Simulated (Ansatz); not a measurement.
One stationary structure of InAs. These are r2SCAN (plane waves to 500 eV, PAW, scalar-relativistic; Ansatz, a first-principles code) values and carry that method's errors.

F-43m (No. 216), cF8, zinc blende type; a = b = c = 6.1089 Å, α = β = γ = 90.00°.

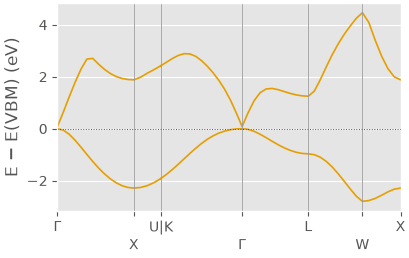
Highest filled and lowest empty band along the path of this cell's Brillouin zone

### Question
Read off the gap and say whether it is direct.

### Answer
0.08 eV, direct at Γ (no spin-orbit coupling).

### Question
How far does the top valence band disperse along this path?

### Answer
About 2.8 eV.

No spin polarisation in the result.

Measured for InAs: a 6.047 Å (static lattice; corrected from measurement; as listed in Daniel Mejia-Rodriguez, S. B. Trickey, Phys. Rev. B (2018)); gap 0.417 eV (0 K or low temperature; as listed in I. Vurgaftman, J. R. Meyer, L. R. Ram-Mohan, Journal of Applied Physics (2001)). Computed minus measured — a: r2SCAN +1.0 %; gap: r2SCAN -0.33 eV. The computed values are for a static lattice, and a measured gap can be an optical one, lowered by exciton binding.

The run could not lose the symmetry of its start.
